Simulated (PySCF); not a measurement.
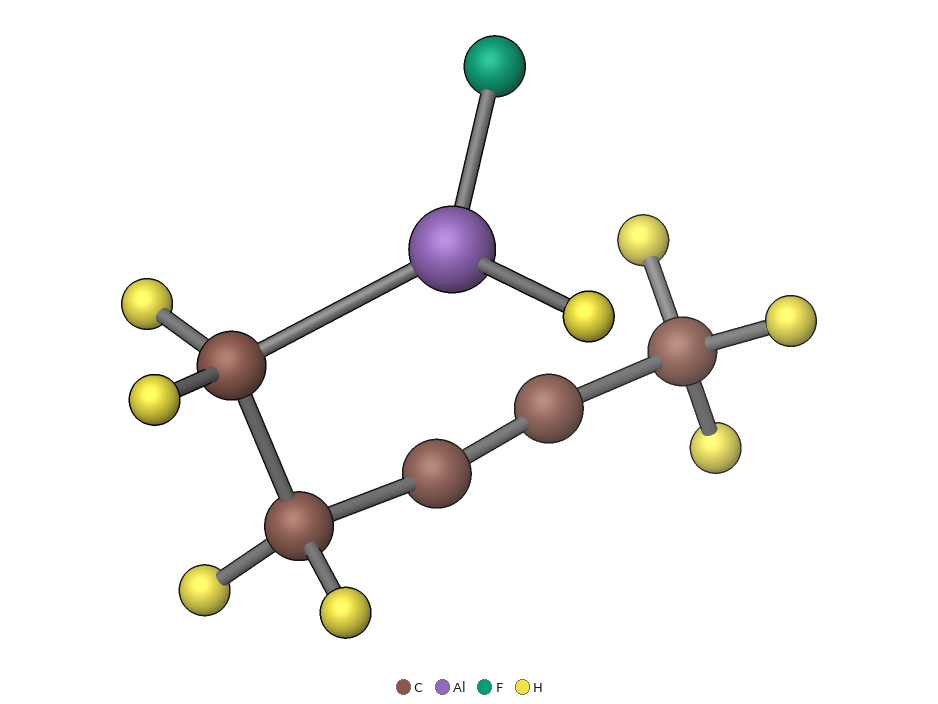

The picture shows a molecular structure as a ball-and-stick model.

Computed geometry: GFN2-xTB optimisation. No frequency run is at hand to confirm it as a minimum.

Question: Which formula does it have?

Answer: C5H8AlF, 15 atoms: 5 carbon, 8 hydrogen, 1 aluminium and 1 fluorine.

Question: Write the SMILES.

Answer: CC#CC[CH2][AlH][F]

Question: Count the bonded pairs by element.

Answer: 7 C–H, 4 C–C, 1 C–Al, 1 Al–F, 1 Al–H.

Question: Name some functional groups or characteristic bonds that it holds.

Answer: Among them: alkyne.

More results for the same structure follow; atom numbers are the same in all pictures, views and colours differ.

Shape

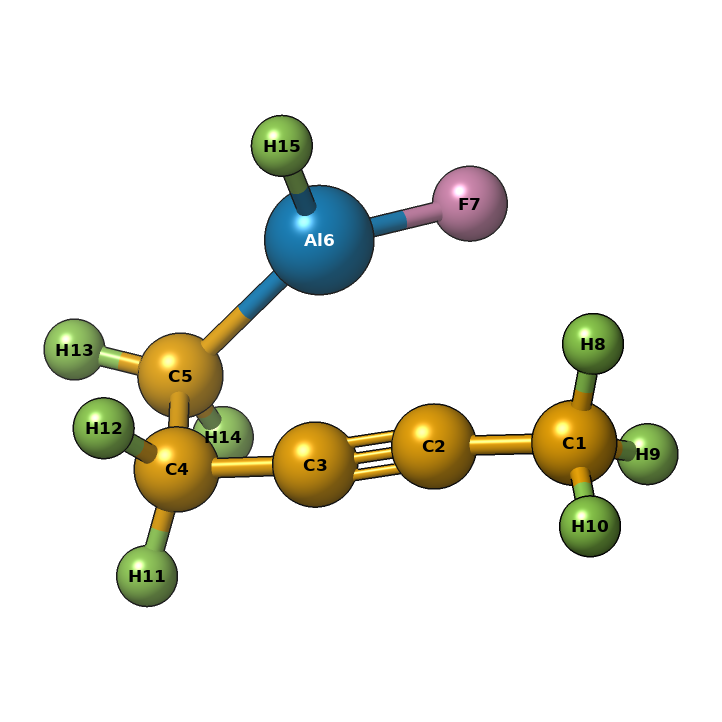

Atoms carry their numbers in the input. No frequency run is at hand to confirm it as a minimum.

Estimate the angles C1–C2–C3, C2–C1–H8, C2–C1–H10, C2–C3–C4, C3–C4–C5, C4–C5–Al6, C4–C5–H13, C4–C5–H14, C5–C4–H11, C5–C4–H12, C5–Al6–F7, Al6–C5–H14.

```json
{"angle": "C1–C2–C3", "degrees": "171.9"}
{"angle": "C2–C1–H8", "degrees": "109.7"}
{"angle": "C2–C1–H10", "degrees": "110.2"}
{"angle": "C2–C3–C4", "degrees": "170.9"}
{"angle": "C3–C4–C5", "degrees": "106.0"}
{"angle": "C4–C5–Al6", "degrees": "95.9"}
{"angle": "C4–C5–H13", "degrees": "109.2"}
{"angle": "C4–C5–H14", "degrees": "108.0"}
{"angle": "C5–C4–H11", "degrees": "112.6"}
{"angle": "C5–C4–H12", "degrees": "110.4"}
{"angle": "C5–Al6–F7", "degrees": "124.9"}
{"angle": "Al6–C5–H14", "degrees": "111.9"}
```

Electronic properties

No frequency run is at hand to confirm it as a minimum. Method: PBE0/def2-SVPD, gas phase (PySCF 2.14.0). Excitations: vertical, linear response.

Question: What is the LUMO energy (Kohn–Sham orbital)?

Answer: 0.13 eV.

Question: Estimate the lowest vertical singlet excitation.

Answer: 6.19 eV.

Question: What is the HOMO energy (Kohn–Sham orbital)?

Answer: −7.44 eV.

Question: Give the mean static polarisability at this level.

Answer: 81.7 bohr³.

Bond orders

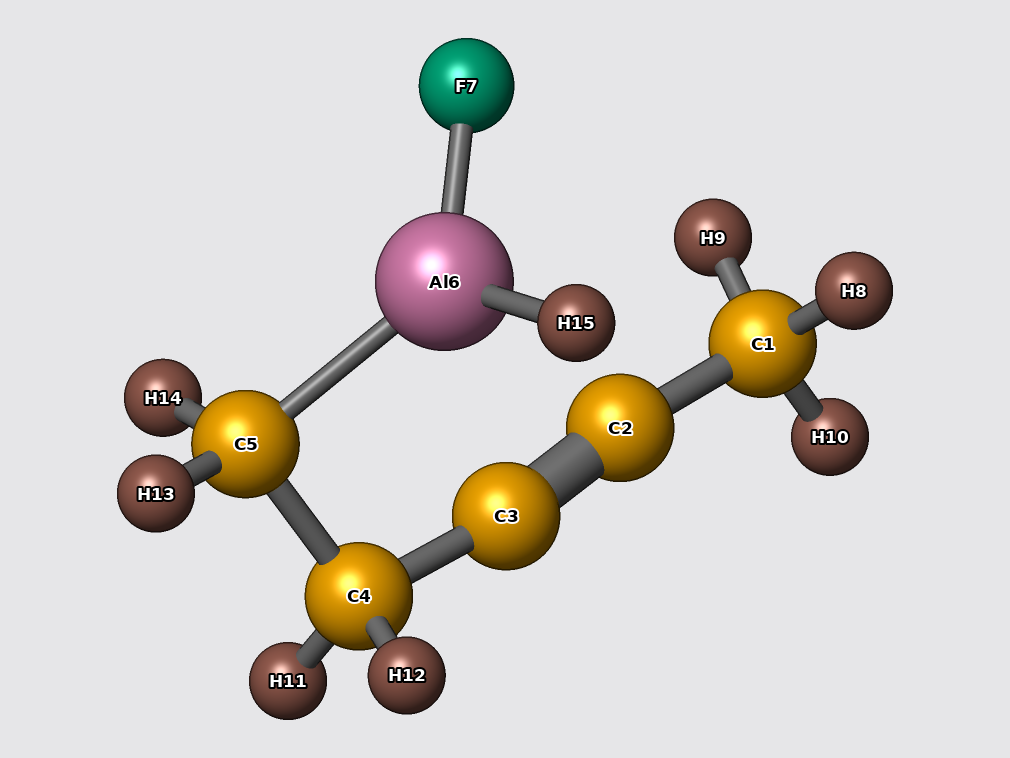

The thickness of each stick grows with its Mayer bond order. No frequency run is at hand to confirm it as a minimum. Method: PBE0/pcSseg-1 (PySCF 2.14.0).

Question: Which bond has the highest Mayer bond order?

Answer: C2–C3, 2.40, at a length of 1.210 Å.

List the Mayer bond orders of C1–C2, C1–H8, C1–H9, C1–H10, C2–C3, C3–C4, C4–C5, C4–H11, C4–H12, C5–Al6, C5–H13, C5–H14, Al6–F7, Al6–H15.

| bond | Mayer order | length (Å) |
| --- | --- | --- |
| C1–C2 | 1.23 | 1.448 |
| C1–H8 | 0.92 | 1.089 |
| C1–H9 | 0.92 | 1.089 |
| C1–H10 | 0.93 | 1.090 |
| C2–C3 | 2.40 | 1.210 |
| C3–C4 | 1.14 | 1.451 |
| C4–C5 | 1.00 | 1.554 |
| C4–H11 | 0.91 | 1.094 |
| C4–H12 | 0.90 | 1.093 |
| C5–Al6 | 0.79 | 2.008 |
| C5–H13 | 0.96 | 1.093 |
| C5–H14 | 0.95 | 1.100 |
| Al6–F7 | 0.85 | 1.653 |
| Al6–H15 | 0.89 | 1.529 |

Quadrupole coupling

No frequency run is at hand to confirm it as a minimum. Electric field gradients from the ground-state density, PBE0/pcSseg-1 (PySCF 2.14.0), non-relativistic apart from any core potentials.

Give the largest field-gradient component, the quadrupole coupling constant and the asymmetry for 27Al at Al6 (Q = 146.6 mb), 2H at H8 (Q = 2.86 mb), 2H at H9 (Q = 2.86 mb), 2H at H10 (Q = 2.86 mb), 2H at H11 (Q = 2.86 mb).

```
atom  V_zz (a.u.)  e²qQ/h (MHz)     η
 Al6        1.105          38.1  0.32
  H8        0.307         0.206  0.04
  H9        0.307         0.206  0.03
 H10        0.307         0.206  0.03
 H11        0.301         0.202  0.03
```

The geometry is semi-empirical. Around Al such bond lengths and angles can be off by a tenth of an ångström or more and by several degrees, and values that hang on the shape move with them.
